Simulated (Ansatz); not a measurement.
## Geometry relaxation, with input and output: C$_{2}$H$_{7}$NOSi (part 2 of 2)

Continued. System: C$_{2}$H$_{7}$NOSi. Method: RKS BLYP/6-31G* (Ansatz 0.2.0). It belongs to a series of runs on one base structure; here: end point B relaxed.

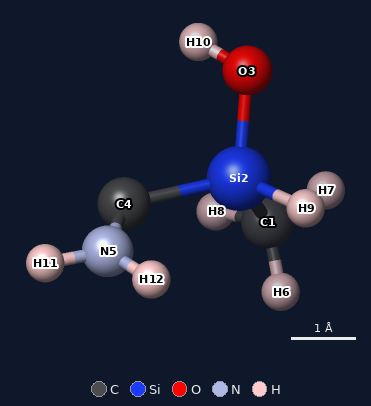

Fig. 1: The geometry at step 14 of the log (ball-and-stick view, seen at an oblique angle; atoms are numbered from 1 in the order of the input).

Trajectory as extended XYZ, continued
```
12
Properties=species:S:1:pos:R:3:forces:R:3 step=7 energy=-13598.51796
C    -1.3558    0.8243    1.2634    0.2690  -0.1140  -0.0513
Si    0.3123    0.3099    0.4900    0.3883  -0.5938  -0.3413
O     1.1514   -1.0278    1.2087   -0.8477  -0.0826   0.5410
C     0.1284   -0.5969   -1.1848    0.5513  -0.3811   0.1505
N     1.2059   -0.8196   -1.9319   -0.8675   0.3745   0.2123
H    -1.5803    1.8866    1.0460    0.0629  -0.1121  -0.0191
H    -1.2853    0.7204    2.3610   -0.0763   0.0404  -0.0044
H    -2.1948    0.2098    0.9039   -0.0171  -0.0440  -0.0052
H     1.2774    1.4501    0.7445    0.0210  -0.0425  -0.0689
H     0.5990   -1.7943    1.5324    0.3643   0.7881  -0.4264
H     1.2237   -1.6166   -2.5856   -0.1054   0.1558  -0.1713
H     2.0883   -0.2796   -1.9621    0.2574   0.0113   0.1841
12
Properties=species:S:1:pos:R:3:forces:R:3 step=8 energy=-13598.68595
C    -1.3157    0.7878    1.2320    0.0496   0.0671   0.0522
Si    0.3550    0.2561    0.4999   -0.1720  -0.2262  -0.0178
O     1.1156   -0.9846    1.3819    0.0892   0.1590   0.2464
C     0.1350   -0.6615   -1.1532   -1.0140   0.2133   1.0561
N     1.1413   -0.7649   -1.9463    1.8136  -0.2583  -1.1706
H    -1.5393    1.8386    0.9680   -0.0075  -0.0560  -0.0222
H    -1.2823    0.7357    2.3381    0.0137   0.0197  -0.1058
H    -2.1537    0.1627    0.8842    0.0249  -0.0352  -0.0238
H     1.3040    1.4260    0.6794    0.0690  -0.1259  -0.1443
H     0.5606   -1.7589    1.5944   -0.0996  -0.0106  -0.0804
H     1.1478   -1.4883   -2.7123   -0.0043   0.5821   0.3325
H     2.1019   -0.2825   -1.8806   -0.7627  -0.3288  -0.1223
12
Properties=species:S:1:pos:R:3:forces:R:3 step=9 energy=-13598.81975
C    -1.3043    0.7940    1.1999   -0.0420   0.1207  -0.0016
Si    0.3452    0.1407    0.5402    0.4016   0.0630   0.1146
O     1.0956   -0.9951    1.5572   -0.1312  -0.1600   0.1880
C     0.1565   -0.8315   -1.0771   -0.2720   0.0766   0.1340
N     1.1222   -0.7131   -1.9556    0.3290   0.1998   0.2293
H    -1.4713    1.8185    0.8081   -0.0749  -0.1484   0.0570
H    -1.2949    0.8589    2.3062    0.0710   0.0251  -0.1544
H    -2.1576    0.1612    0.9075   -0.0130   0.0071  -0.0438
H     1.3522    1.2981    0.5889   -0.1538  -0.2581  -0.0946
H     0.5966   -1.8343    1.6687    0.0641   0.1717  -0.0762
H     1.1423   -1.3122   -2.7921    0.0811  -0.0226  -0.1359
H     1.9876   -0.1190   -1.8665   -0.2598  -0.0747  -0.2163
12
Properties=species:S:1:pos:R:3:forces:R:3 step=10 energy=-13598.86670
C    -1.2830    0.7915    1.1623   -0.0174   0.2025   0.1021
Si    0.3808    0.0920    0.5837    0.2118   0.0665   0.1018
O     1.0674   -1.0182    1.6809   -0.2250  -0.0532  -0.0916
C     0.1732   -0.8940   -1.0192    0.5231  -0.0026  -0.3928
N     1.0949   -0.6751   -1.9485   -0.1514   0.1524   0.4507
H    -1.4559    1.7946    0.7191   -0.0078  -0.1688   0.0507
H    -1.2885    0.9140    2.2646    0.0138   0.0072  -0.1641
H    -2.1318    0.1430    0.8876    0.0397  -0.0115  -0.0153
H     1.4171    1.2179    0.5573   -0.1348  -0.2068   0.0242
H     0.5789   -1.8719    1.7167    0.1009   0.1920  -0.0308
H     1.1390   -1.2630   -2.7972   -0.0285   0.1022   0.0103
H     1.8780    0.0354   -1.9218   -0.3242  -0.2799  -0.0452
12
Properties=species:S:1:pos:R:3:forces:R:3 step=11 energy=-13598.87780
C    -1.2637    0.7894    1.1320   -0.0266   0.1951  -0.0003
Si    0.4068    0.0478    0.6193    0.1634   0.2323  -0.0911
O     1.0378   -1.0233    1.7599   -0.0969  -0.3291   0.1863
C     0.2342   -0.9767   -0.9640    0.6339   0.2066  -0.6659
N     1.0936   -0.6643   -1.9336   -0.4574   0.2476   0.2154
H    -1.4432    1.7593    0.6198    0.0151  -0.1991   0.0761
H    -1.2836    0.9838    2.2242    0.0223  -0.0306  -0.1854
H    -2.1004    0.1129    0.8861    0.0167   0.0182   0.0211
H     1.4653    1.1431    0.5772   -0.1211  -0.0813   0.0090
H     0.5537   -1.8797    1.7716    0.1216   0.1410   0.0101
H     1.0840   -1.1628   -2.8438    0.0180  -0.0514   0.2679
H     1.7858    0.1369   -1.9633   -0.2889  -0.3494   0.1568
12
Properties=species:S:1:pos:R:3:forces:R:3 step=12 energy=-13598.89828
C    -1.2455    0.7850    1.1128   -0.0458   0.1676   0.0390
Si    0.4278    0.0282    0.6360    0.0533   0.1672   0.0267
O     1.0267   -1.0416    1.8069   -0.0984  -0.0813  -0.0521
C     0.2536   -0.9881   -0.9519    0.4372   0.1994  -0.4280
N     1.0385   -0.6086   -1.9514   -0.1152  -0.4864  -0.0637
H    -1.4250    1.7350    0.5665    0.0215  -0.1694   0.0695
H    -1.2749    1.0153    2.1975    0.0145  -0.0340  -0.1774
H    -2.0780    0.0978    0.8829    0.0089   0.0197   0.0263
H     1.4822    1.1224    0.5969   -0.0520  -0.0802   0.0273
H     0.5404   -1.8943    1.7987    0.0717   0.0414   0.0154
H     1.1023   -1.1698   -2.8336   -0.1645   0.2903   0.4160
H     1.7221    0.1852   -1.9760   -0.1311  -0.0343   0.1011
12
Properties=species:S:1:pos:R:3:forces:R:3 step=13 energy=-13598.87205 accepted=F
C    -1.2468    0.7869    1.0573    0.1308  -0.1560  -0.0357
Si    0.4532    0.0338    0.6735    0.0674  -0.8257  -0.0012
O     0.9671   -1.0686    1.8567    0.0228   0.0302   0.1734
C     0.3581   -1.0088   -0.8996   -0.7513  -0.0603   0.4012
N     1.0179   -0.5838   -1.9399    0.3194   0.2214   0.0864
H    -1.4610    1.6371    0.3959   -0.0727   0.1677  -0.0832
H    -1.2162    1.1547    2.0926   -0.1035   0.1127   0.1345
H    -2.0785    0.0628    0.9695    0.1844   0.0245  -0.0106
H     1.5359    1.0808    0.6899   -0.0124   0.1925   0.0582
H     0.5927   -1.9714    1.7601   -0.0143   0.2210  -0.1127
H     0.9646   -1.0744   -2.8428    0.2212  -0.0510  -0.1654
H     1.6834    0.2173   -1.9278    0.0081   0.1227  -0.4448
12
Properties=species:S:1:pos:R:3:forces:R:3 step=14 energy=-13598.91862
C    -1.2441    0.7904    1.0981    0.0402  -0.0346  -0.0644
Si    0.4427    0.0283    0.6644    0.0727   0.1958  -0.0109
O     0.9931   -1.0584    1.8418   -0.0455  -0.0567  -0.0557
C     0.3092   -0.9678   -0.9345    0.0876  -0.0251  -0.1064
N     1.0433   -0.6075   -1.9664   -0.0802  -0.1175   0.0783
H    -1.4453    1.6981    0.4980    0.0072  -0.0708   0.0215
H    -1.2575    1.0823    2.1637   -0.0118  -0.0058  -0.0471
H    -2.0648    0.0730    0.9235    0.0071   0.0449   0.0234
H     1.4945    1.1225    0.6961   -0.0377  -0.0511   0.0200
H     0.5495   -1.9299    1.7718    0.0211   0.0147   0.0009
H     1.0508   -1.1686   -2.8391   -0.0373   0.1090   0.1290
H     1.6988    0.2039   -2.0320   -0.0234  -0.0028   0.0113
12
Properties=species:S:1:pos:R:3:forces:R:3 step=15 energy=-13598.92659
C    -1.2291    0.7859    1.0658    0.0892   0.0568   0.0371
Si    0.4729    0.0276    0.6900   -0.0909  -0.0241   0.0352
O     0.9756   -1.0771    1.8709    0.0007  -0.0475   0.0062
C     0.3377   -0.9777   -0.8985    0.0394  -0.0226  -0.0200
N     1.0197   -0.5936   -1.9531   -0.0012   0.0547   0.0392
H    -1.4396    1.6556    0.4154    0.0064  -0.0460   0.0335
H    -1.2498    1.1347    2.1152   -0.0376   0.0001  -0.0768
H    -2.0401    0.0516    0.9293    0.0045   0.0009   0.0041
H     1.5270    1.1124    0.7611   -0.0180  -0.0165  -0.0019
H     0.5560   -1.9567    1.7567    0.0199   0.0755  -0.0221
H     1.0002   -1.1400   -2.8301   -0.0038   0.0158  -0.0005
H     1.6397    0.2437   -2.0372   -0.0088  -0.0471  -0.0340
12
Properties=species:S:1:pos:R:3:forces:R:3 step=16 energy=-13598.92814
C    -1.2215    0.7868    1.0561    0.0753  -0.1404  -0.0605
Si    0.4803    0.0197    0.7036   -0.0527  -0.0252   0.0446
O     0.9714   -1.0873    1.8869    0.0130   0.0108   0.0153
C     0.3535   -0.9852   -0.8847    0.0276   0.0137  -0.0674
N     1.0088   -0.5835   -1.9503   -0.0034   0.0231   0.0569
H    -1.4314    1.6325    0.3831   -0.0151   0.0815  -0.0802
H    -1.2532    1.1644    2.0876   -0.0179   0.0581   0.1392
H    -2.0296    0.0467    0.9356   -0.0083  -0.0061  -0.0002
H     1.5321    1.1035    0.7857    0.0044  -0.0019  -0.0057
H     0.5626   -1.9681    1.7547   -0.0043   0.0165  -0.0222
H     0.9789   -1.1237   -2.8305    0.0003  -0.0033  -0.0015
H     1.6183    0.2603   -2.0423   -0.0190  -0.0268  -0.0184
12
Properties=species:S:1:pos:R:3:forces:R:3 step=17 energy=-13598.92928
C    -1.2169    0.7862    1.0484    0.0230  -0.0446  -0.0100
Si    0.4862    0.0142    0.7152   -0.0084  -0.0252   0.0429
O     0.9657   -1.0953    1.9015   -0.0098  -0.0015  -0.0044
C     0.3695   -0.9880   -0.8750    0.0095   0.0176  -0.0774
N     1.0028   -0.5761   -1.9500   -0.0248   0.0062   0.0778
H    -1.4274    1.6170    0.3516    0.0049  -0.0010  -0.0059
H    -1.2544    1.1901    2.0743   -0.0094   0.0083   0.0076
H    -2.0229    0.0404    0.9423    0.0037   0.0188   0.0046
H     1.5388    1.0956    0.8073    0.0058   0.0073  -0.0024
H     0.5666   -1.9786    1.7522    0.0052   0.0348  -0.0137
H     0.9635   -1.1146   -2.8305    0.0097  -0.0135  -0.0076
H     1.5988    0.2754   -2.0520   -0.0094  -0.0070  -0.0114
12
Properties=species:S:1:pos:R:3:forces:R:3 step=18 energy=-13598.92961
C    -1.2137    0.7849    1.0455   -0.0021  -0.0108   0.0079
Si    0.4890    0.0107    0.7214   -0.0126  -0.0216   0.0196
O     0.9642   -1.1007    1.9073   -0.0059   0.0141  -0.0142
C     0.3724   -0.9878   -0.8716   -0.0027  -0.0106   0.0095
N     0.9969   -0.5706   -1.9477    0.0061  -0.0039   0.0063
H    -1.4212    1.6062    0.3357    0.0039  -0.0078   0.0049
H    -1.2559    1.2043    2.0656   -0.0028  -0.0017  -0.0098
H    -2.0209    0.0394    0.9468    0.0102   0.0155   0.0025
H     1.5434    1.0901    0.8145    0.0031   0.0088   0.0006
H     0.5687   -1.9835    1.7483   -0.0006   0.0112  -0.0090
H     0.9645   -1.1137   -2.8260   -0.0048   0.0022  -0.0131
H     1.5827    0.2869   -2.0544    0.0081   0.0044  -0.0052
12
Properties=species:S:1:pos:R:3:forces:R:3 step=19 energy=-13598.92965
C    -1.2139    0.7840    1.0466   -0.0052   0.0089   0.0059
Si    0.4880    0.0105    0.7214    0.0044  -0.0205   0.0133
O     0.9648   -1.1003    1.9065    0.0044   0.0232  -0.0035
C     0.3713   -0.9885   -0.8719   -0.0090  -0.0062   0.0228
N     1.0001   -0.5724   -1.9457   -0.0172  -0.0012  -0.0306
H    -1.4197    1.6039    0.3351   -0.0012  -0.0010   0.0033
H    -1.2572    1.2059    2.0657    0.0048  -0.0031  -0.0106
H    -2.0222    0.0404    0.9488    0.0016  -0.0012  -0.0006
H     1.5416    1.0914    0.8124    0.0006   0.0062   0.0010
H     0.5701   -1.9826    1.7456   -0.0074  -0.0129  -0.0070
H     0.9606   -1.1103   -2.8275    0.0111  -0.0001   0.0053
H     1.5869    0.2844   -2.0516    0.0131   0.0078   0.0007
12
Properties=species:S:1:pos:R:3:forces:R:3 step=20 energy=-13598.92971
C    -1.2143    0.7842    1.0475   -0.0018   0.0042   0.0016
Si    0.4873    0.0109    0.7210    0.0008  -0.0093   0.0091
O     0.9648   -1.1002    1.9051    0.0044   0.0126   0.0001
C     0.3699   -0.9881   -0.8723   -0.0053   0.0049   0.0013
N     0.9984   -0.5718   -1.9467    0.0060  -0.0125  -0.0069
H    -1.4209    1.6042    0.3363   -0.0010   0.0012   0.0004
H    -1.2562    1.2060    2.0664    0.0030  -0.0004  -0.0032
H    -2.0227    0.0407    0.9505   -0.0019  -0.0032  -0.0002
H     1.5396    1.0933    0.8125    0.0018   0.0011  -0.0006
H     0.5707   -1.9827    1.7432   -0.0047  -0.0073  -0.0051
H     0.9627   -1.1118   -2.8273    0.0013   0.0031   0.0039
H     1.5909    0.2816   -2.0508   -0.0026   0.0056  -0.0004
```

This output came from the following input.

Input file
```yaml
crystal:
  periodic: [false, false, false]
  atoms:
    - { symbol: C, position_ang: [-1.3313, 0.8402, 1.3669] }
    - { symbol: Si, position_ang: [0.1444, 0.6237, 0.3986] }
    - { symbol: O, position_ang: [0.6928, -0.9195, 0.4445] }
    - { symbol: C, position_ang: [0.3005, -0.7342, -0.857] }
    - { symbol: "N", position_ang: [1.2645, -0.8008, -1.8985] }
    - { symbol: H, position_ang: [-1.7699, 1.9152, 1.2221] }
    - { symbol: H, position_ang: [-1.1874, 0.741, 2.4311] }
    - { symbol: H, position_ang: [-2.1332, 0.2097, 1.0458] }
    - { symbol: H, position_ang: [1.2936, 1.5806, 0.6031] }
    - { symbol: H, position_ang: [0.76153, -1.8537, 0.76488] }
    - { symbol: H, position_ang: [1.3464, -1.7512, -2.1998] }
    - { symbol: H, position_ang: [2.1883, -0.5847, -1.4362] }
basis:
  gaussian: { orbitals: "6-31G*" }
hamiltonian:
  xc: blyp
relax:
  f_tol: 0.02
  max_steps: 50
```

Launched with:
```bash
ansatz run input.yaml --threads 2 --pin off --max-ram 3072MiB --backend cpu --events-out ev --progress --plain --runs-dir out
```

Results in brief

```csv
quantity,value
outcome,converged
total energy,−13598.9300 eV
mean-field energy,−13598.9300 eV
largest force (length of the vector) at the end,0.015 eV/Å
hardware,"2 threads of Arm Neoverse V2, 24 GiB of memory available, shared host"
wall time,34 s (CPU time 66 s)
peak memory,0.15 GiB
```
